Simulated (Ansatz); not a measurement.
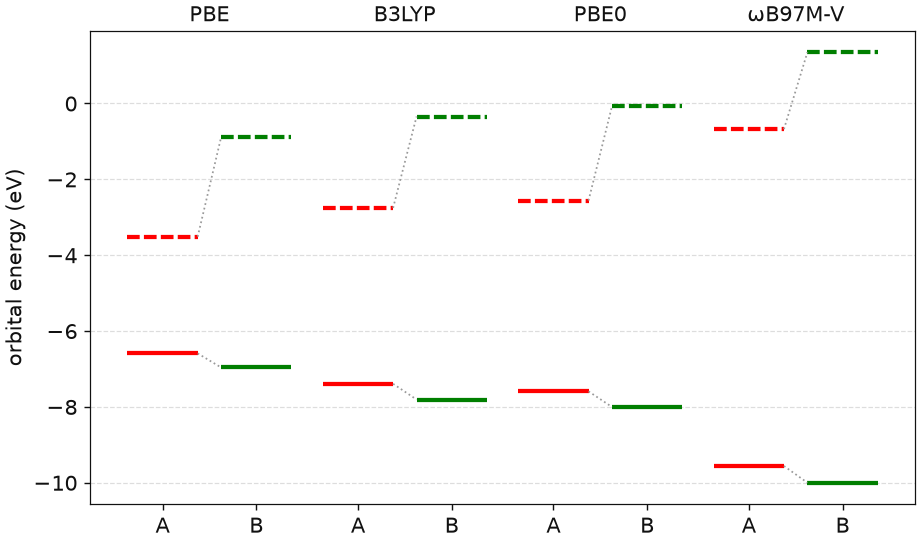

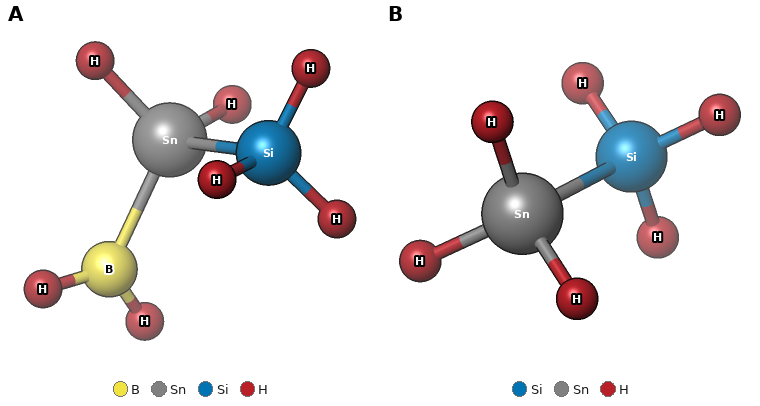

One change: A, BSnSiH₇ (SMILES [BH2][SnH2][SiH3]), becomes B, SnSiH₆ (SMILES [SiH3][SnH3]). BH₂ on Sn is replaced by H. HOMO (solid) and LUMO (dashed) computed in def2-TZVPP at PBE0-D4/def2-TZVP geometries, both minima by their frequencies, gas phase, the Ansatz code. Empty levels above zero depend strongly on the basis.

Q: What does the change do to HOMO and LUMO?

A: PBE: the HOMO falls by 0.37 eV, the LUMO rises by 2.63 eV, and the separation goes from 3.08 to 6.07 eV. B3LYP: the HOMO falls by 0.41 eV, the LUMO rises by 2.41 eV, and the separation goes from 4.64 to 7.46 eV. PBE0: the HOMO falls by 0.41 eV, the LUMO rises by 2.49 eV, and the separation goes from 5.03 to 7.93 eV. ωB97M-V: the HOMO falls by 0.44 eV, the LUMO rises by 2.03 eV, and the separation goes from 8.88 to 11.35 eV.

Q: Do the functionals agree on the effect?

A: They agree on the direction for both levels; the HOMO shift lies between −0.44 and −0.37 eV and the LUMO shift between 2.03 and 2.63 eV, while the separations themselves differ by up to 5.8 eV between functionals.

Note: core potentials past krypton; spin-orbit coupling is left out, and with Sn it can shift these values.
